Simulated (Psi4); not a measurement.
# GeClF (SMILES [F][Ge][Cl]) at MP2/def2-TZVP

What is the vertical singlet–triplet gap of GeClF at MP2/def2-TZVP? 

The results are computed with Psi4 1.11.

3 further runs of the same task are left out: 3 set aside as unsound or not needed. Runs told in other sessions of the task aren't counted.

## (1) The structure to begin with

The species is GeClF (3 atoms), meant as a singlet with charge 0. SMILES: `[F][Ge][Cl]`. The shape is that of a PBE0-D4/def2-TZVP optimisation.

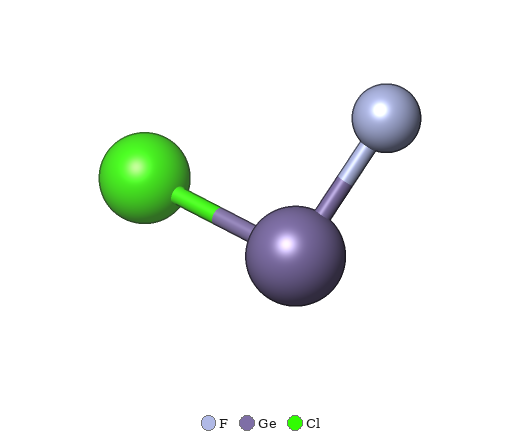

The structure, seen from a chosen angle (fluorine light blue, germanium purple, chlorine green).

## (2) The energy at MP2/def2-TZVP

input.inp

```
memory 2200 mb

molecule mol {
  0 1
  F      0.110400     1.418700     0.206200
  Ge    -0.762800     0.035600    -0.410300
  Cl     0.641600    -1.519100     0.191000
  symmetry c1
  no_reorient
  no_com
}

set basis def2-TZVP
set puream true
set e_convergence 1e-09
set d_convergence 1e-08
set scf_type pk
set num_frozen_docc 15
set mp2_type conv

e = energy("mp2")
print_variables()
```

Started as:

```bash
psi4 input.inp input.out -n 1
```

input.out:

```text
[...]
  Running in c1 symmetry.
[...]
  Nuclear repulsion =  246.377351934708969
[...]
  Multiplicity = 1
[...]
  Nalpha       = 29
  Nbeta        = 29
[...]
    Number of basis functions: 116
[...]
   @RHF iter   1: -2633.40401721754279   -3.62557e+00   2.25201e-02 DIIS/ADIIS
[...]
   @RHF iter  12: -2634.44803396607540   -2.36469e-11   9.19322e-09 DIIS
[...]
    Orbital Energies [Eh]
    ---------------------
    Doubly Occupied:
       1A   -405.308865     2A   -104.827343     3A    -52.212797
       4A    -46.300231     5A    -46.299112     6A    -46.298389
       7A    -26.271290     8A    -10.556594     9A     -8.022962
      10A     -8.022183    11A     -8.022008    12A     -7.257042
      13A     -5.231972    14A     -5.228248    15A     -5.225534
      16A     -1.714530    17A     -1.705538    18A     -1.705385
      19A     -1.701927    20A     -1.697397    21A     -1.544300
      22A     -1.087968    23A     -0.732939    24A     -0.643662
      25A     -0.634080    26A     -0.576847    27A     -0.474125
      28A     -0.471433    29A     -0.404180
[...]
  @RHF Final Energy: -2634.44803396607540
   => Energetics <=
    Nuclear Repulsion Energy =            246.3773519347089689
    One-Electron Energy =               -4161.2930055763335986
    Two-Electron Energy =                1280.4676196755492583
    Total Energy =                      -2634.4480339660749451
[...]
 Multipole Moments:
 ------------------------------------------------------------------------------------
     Multipole            Electronic (a.u.)      Nuclear  (a.u.)        Total (a.u.)
 ------------------------------------------------------------------------------------
 L = 1.  Multiply by 2.5417464519 to convert [e a0] to [Debye]
 Dipole X            :         22.7909268          -23.6382062           -0.8472794
 Dipole Y            :         22.4292208          -22.5202442           -0.0910233
 Dipole Z            :         14.6994347          -15.1684537           -0.4690189
 Magnitude           :                                                    0.9727005
[...]
	SCS-MP2 Total Energy (a.u.)        : -2635.08067172871324
	SOS-MP2 Total Energy (a.u.)        : -2635.01953026304545
	SCSN-MP2 Total Energy (a.u.)       : -2634.77086090480088
[...]
	SOS-PI-MP2 Total Energy (a.u.)     : -2635.11477964587402
[...]
	MP2 Total Energy (a.u.)            : -2635.10770527722025
[...]
```

It took 11 s on 1 thread of Intel Xeon Platinum 8488C (Sapphire Rapids), shared host; peak memory 0.93 GiB.

## (3) The triplet

calc.py

```python
import psi4

psi4.set_memory(2200000000)
psi4.set_num_threads(1)
psi4.set_output_file('clfge.out', False)

geom = psi4.geometry("""
0 3
F      0.110400     1.418700     0.206200
Ge    -0.762800     0.035600    -0.410300
Cl     0.641600    -1.519100     0.191000
units angstrom
symmetry c1
""")

options = {'basis': 'def2-TZVP', 'reference': 'uhf', 'puream': True, 'e_convergence': 1e-09, 'd_convergence': 1e-08, 'scf_type': 'pk', 'num_frozen_docc': 15, 'mp2_type': 'conv', 'maxiter': 100}
psi4.set_options(options)

E, wfn = psi4.energy('mp2', return_wfn=True)
print('E =', round(E, 9))
```

Started as:

```bash
python calc.py
```

clfge.out:

```text
[...]
  Running in c1 symmetry.
[...]
  Nuclear repulsion =  246.377351934708940
[...]
  Multiplicity = 3
[...]
  Nalpha       = 30
  Nbeta        = 28
[...]
    Number of basis functions: 116
[...]
   @UHF iter   1: -2633.04287550941308   -3.26443e+00   2.33775e-02 DIIS/ADIIS
[...]
   @UHF iter  19: -2634.35838907265361   -8.18545e-12   9.60118e-09 DIIS
[...]
   @S^2 Observed:                2.010495963E+00
[...]
    Orbital Energies [Eh]
    ---------------------
    Alpha Occupied:
       1A   -405.322311     2A   -104.850956     3A    -52.225122
       4A    -46.314385     5A    -46.312545     6A    -46.311311
       7A    -26.281379     8A    -10.578393     9A     -8.049291
      10A     -8.044070    11A     -8.042901    12A     -7.273740
      13A     -5.250411    14A     -5.247569    15A     -5.243393
      16A     -1.730876    17A     -1.719199    18A     -1.717913
      19A     -1.717908    20A     -1.716144    21A     -1.557237
      22A     -1.111843    23A     -0.767022    24A     -0.658827
      25A     -0.652790    26A     -0.614147    27A     -0.501959
      28A     -0.493070    29A     -0.478154    30A     -0.312694
    Alpha Virtual:
[...]
  @UHF Final Energy: -2634.35838907265361
   => Energetics <=
    Nuclear Repulsion Energy =            246.3773519347089405
    One-Electron Energy =               -4160.4793914395686443
    Two-Electron Energy =                1279.7436504322065502
    Total Energy =                      -2634.3583890726531536
  UHF NO Occupations:
  HONO-2 :   28  A 1.9966253
  HONO-1 :   29  A 1.0000000
  HONO-0 :   30  A 1.0000000
  LUNO+0 :   31  A 0.0033747
  LUNO+1 :   32  A 0.0006563
[...]
 Multipole Moments:
 ------------------------------------------------------------------------------------
     Multipole            Electronic (a.u.)      Nuclear  (a.u.)        Total (a.u.)
 ------------------------------------------------------------------------------------
 L = 1.  Multiply by 2.5417464519 to convert [e a0] to [Debye]
 Dipole X            :         -5.1424449            4.0496531           -1.0927918
 Dipole Y            :          2.1444469           -2.3583850           -0.2139381
 Dipole Z            :         -0.0000000            0.0000000           -0.0000000
 Magnitude           :                                                    1.1135364
[...]
	SCS-MP2 Total Energy (a.u.)        : -2634.96150204147625
	SOS-MP2 Total Energy (a.u.)        : -2634.90074016746257
	SCSN-MP2 Total Energy (a.u.)       : -2634.67921176744539
[...]
	SOS-PI-MP2 Total Energy (a.u.)     : -2634.99113201659748
[...]
	MP2 Total Energy (a.u.)            : -2634.99263394036871
[...]
```

The script printed:

```text
E = -2634.99263394
```

It took 14 s on 1 thread of Intel Xeon Platinum 8488C (Sapphire Rapids), shared host; peak memory 0.94 GiB.

## (4) Outcome

At MP2/def2-TZVP, 15 core orbitals frozen:

| quantity | value |
| --- | --- |
| singlet: total energy | -2635.10771 Eh |
| singlet: HOMO energy (Hartree–Fock orbitals) | -11.00 eV |
| singlet: LUMO energy (Hartree–Fock orbitals) | 0.20 eV |
| singlet: HOMO–LUMO gap (Hartree–Fock orbitals) | 11.20 eV |
| singlet: correlation energy (15 core orbitals frozen) | -659.7 mEh |
| triplet: total energy | -2634.99263 Eh |
| triplet: HOMO energy (Hartree–Fock orbitals) (highest over α and β) | -8.51 eV |
| triplet: LUMO energy (Hartree–Fock orbitals) (lowest over α and β) | -1.87 eV |
| triplet: correlation energy (15 core orbitals frozen) | -634.2 mEh |
| triplet: ⟨S²⟩ of the reference determinant | 2.010 |
| vertical energy of the triplet above the singlet | 3.131 eV |

In words: At this shape the triplet lies 3.13 eV (302 kJ/mol) above the singlet. With no_com the log's rotational constants are taken about the origin, not the centre of mass, so they aren't the molecule's.
